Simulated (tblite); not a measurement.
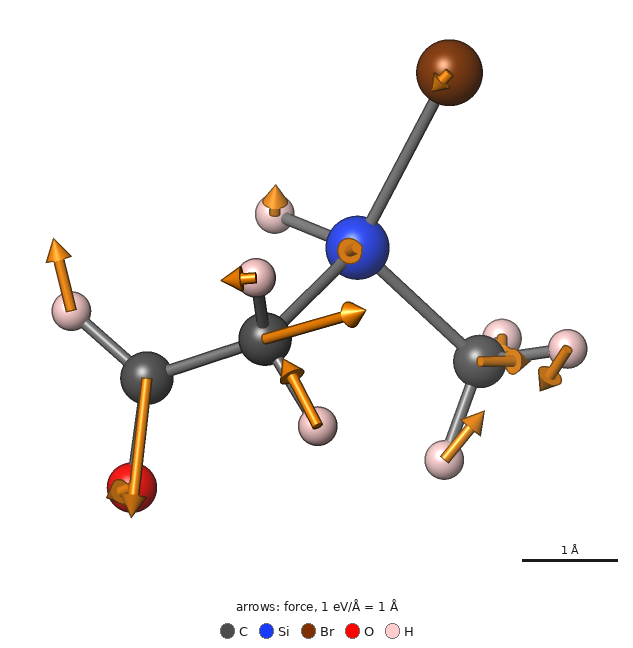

Starting geometry of C3H7BrOSi with the computed forces as orange arrows. The picture is a ball-and-stick view, seen at a tilt.

Computed with GFN2-xTB geometry optimisation, gas phase in tblite. 

Is this structure relaxed? If not, where do the atoms go?

It isn't relaxed: the largest force vector, on C atoms, is 1.51 eV/Å. The final displacements have little in common with the starting forces (cosine between the two patterns 0.15). After 108 geometry steps the energy has fallen by 6.91 kcal/mol. The largest move after the best rigid fit is that of an H atom, 0.70 Å. Largest moves by element: H 0.70 Å, O 0.62 Å, Br 0.41 Å, C 0.33 Å, Si 0.04 Å. Some distances before and after: C–H 1.121 → 1.091 Å, C–H 1.082 → 1.109 Å, C–C 1.452 → 1.477 Å, C–H 1.103 → 1.087 Å. Bond angles that change, for instance: C–C–H 121.8° → 114.0°, C–Si–H 107.4° → 115.2°, Br–Si–C 112.5° → 105.3°. Groups turn about C–Si by about 40°, C–Si by about 20°. Cost: 1.1 s on 1 thread of Arm Neoverse N1 (shared host).
